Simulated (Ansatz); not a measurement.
Co2O2 (charge −1, sextet)

```xyz
4

Co   -0.1674    0.8225    0.6382
Co    0.1662   -0.8237   -0.6370
O     0.8768    0.8683   -0.8914
O    -0.8756   -0.8671    0.8902
```

Geometry: PBE-D4/def2-SVPD; ⟨S²⟩ = 8.91, above the pure value of 8.75.

Theory: UKS PBE0-D4/def2-TZVPD in Ansatz 0.2.0.

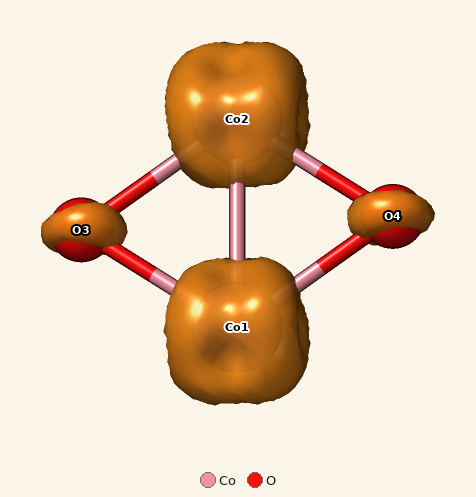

Figure 1. Isosurfaces of the spin density at +0.3 (orange) and −0.3 e/Å³ (purple), seen at a tilt.

Q: Which atoms carry the spin?

A: The unpaired spin (5 electrons) lies mostly on Co1 (about 2.2), Co2 (about 2.2), O3 (about 0.3) and O4 (about 0.3), in electrons by Hirshfeld's partition. Only one sign reaches the isovalue.

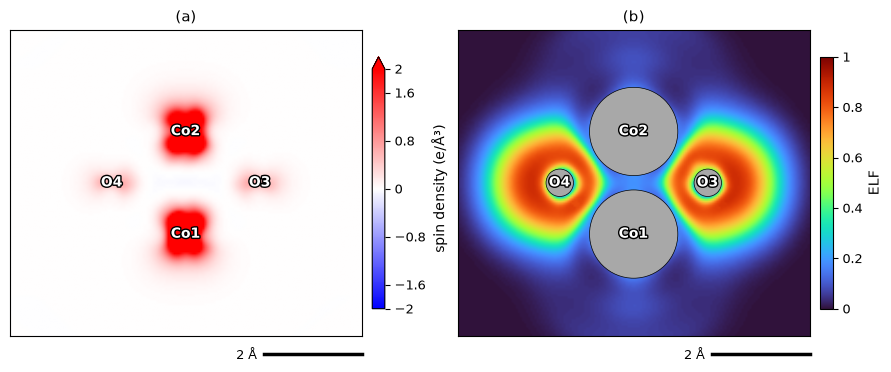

Figure 2. (a) spin density (α minus β); (b) electron localisation function on the molecular plane. Grey discs cover the atomic cores in the ELF map.

Q: Describe what can be read from this map.

A:
- Atoms in the plane: Co and O.
- Co–O (1.85 Å): the ELF peaks at about 0.85 in the valence shell of O, 0.6 Å from its nucleus, and is about 0.20 at the midpoint.
- Co–Co (2.11 Å): the ELF is about 0.20 at the midpoint.

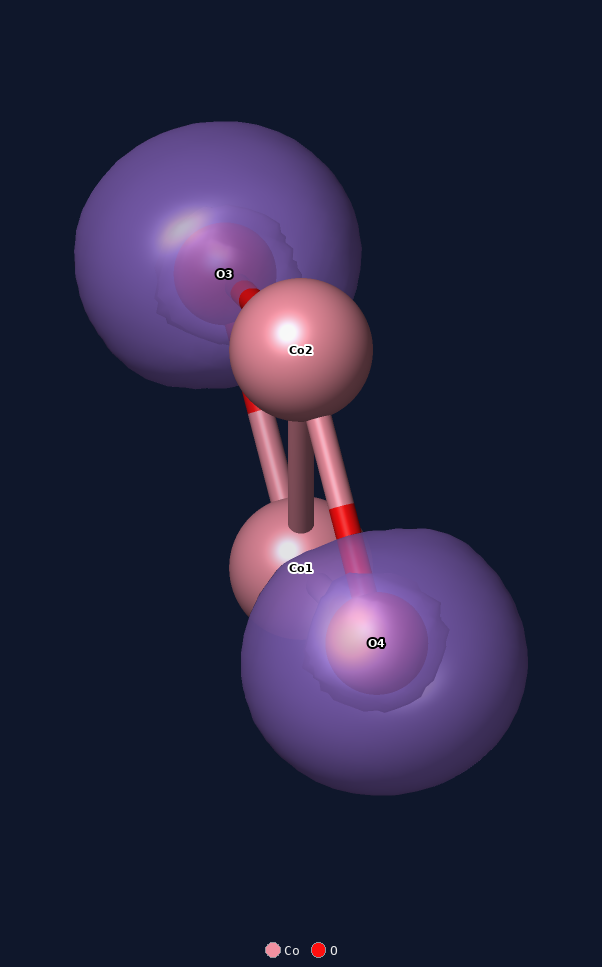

Figure 3. Isosurface of the electron localisation function at 0.75 (purple), seen at an oblique angle. Core shells and regions of very low density are left out.

Q: Describe the localisation domains.

A: The ELF exceeds this value in two regions wrapped around O (the valence shell of each).
